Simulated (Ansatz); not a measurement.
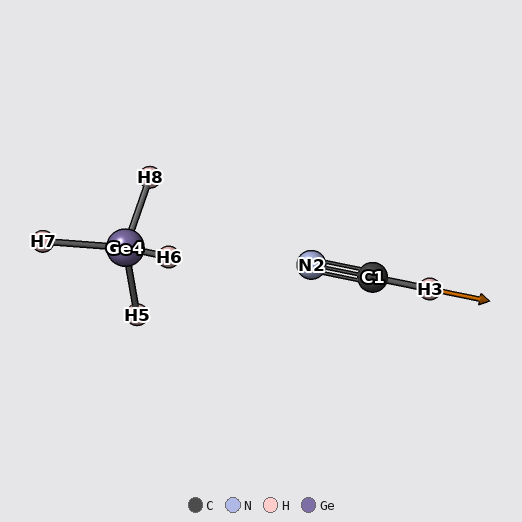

The arrows show one normal mode. Harmonic vibrations computed with RKS PBE0-D4/def2-TZVP (Ansatz 0.2.0) at a stationary point of the same level.

Q: What kind of motion is it?

A: Mostly C–H stretching.

Q: At what wavenumber does it lie?

A: 3457 cm⁻¹; it is mode 18 of 18 counted from the lowest.
